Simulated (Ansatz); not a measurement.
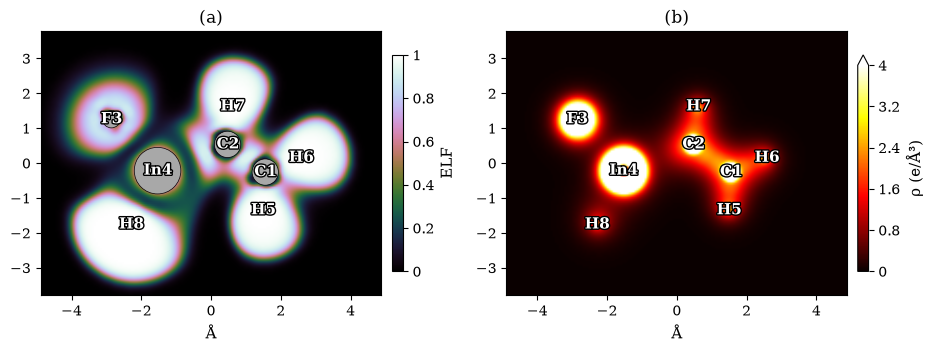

*C2H4FIn (SMILES C=[CH][InH][F]). (a) ELF; (b) electron density on the molecular plane. Grey discs cover the atomic cores in the ELF map.*

Geometry: B3LYP-D3(BJ)/def2-SVP; core potentials replace the inner electrons of In.

Method: Ansatz 0.2.0, isolated molecule in a Gaussian basis; Kohn-Sham density functional theory, functional PBE0.

The calculation's input:

```
crystal:
  periodic: [false, false, false]
  atoms:
    - {symbol: C, position_ang: [-0.278826, 2.915272, -0.035288]}
    - {symbol: C, position_ang: [0.947934, 2.376740, -0.063242]}
    - {symbol: F, position_ang: [3.257685, -0.115548, 0.181207]}
    - {symbol: In, position_ang: [1.324992, 0.301399, 0.311464]}
    - {symbol: H, position_ang: [-1.179971, 2.329923, 0.182146]}
    - {symbol: H, position_ang: [-0.447941, 3.982464, -0.230736]}
    - {symbol: H, position_ang: [1.808081, 3.018977, -0.287476]}
    - {symbol: H, position_ang: [0.393482, -1.094543, 0.694662]}
basis:
  gaussian:
    orbitals: def2-TZVPD
output: {forces: true, orbitals: {seedname: orbitals}}
hamiltonian:
  xc: {name: PBE0}
```

Launched as:

```sh
ansatz run input.yaml --threads 1 --pin off --max-ram 2610MiB --events-out events.jsonl --progress --plain --runs-dir runs
```

> Interpret the plot.

- The section cuts through C, F, In and H sites.
- C–C (1.34 Å): the density is about 2.3 e/Å³ at the midpoint; the ELF peaks at about 0.95 between the atoms: a multiple bond.
- In–F (1.98 Å): ρ is about 0.72 e/Å³ halfway; the ELF peaks at about 0.80 in the valence shell of F, 0.5 Å from its nucleus, and drops to about 0.15 between the two atoms.
- C–In (2.14 Å): ρ at the midpoint is about 0.7 e/Å³; the ELF peaks at about 0.90 in the valence shell of C, 0.6 Å from its nucleus, and drops to about 0.20 between the two atoms.
- C–H (1.10 Å): ρ is about 2 e/Å³ halfway; the ELF climbs to about 1 towards the hydrogen, as it does in any bond to H (a covalent bond by its length).
- In–H (1.72 Å): ρ is about 1.2 e/Å³ halfway; the ELF climbs to about 1 towards the hydrogen.
- The ELF also peaks beside F3, away from the bonds: lone-pair regions.
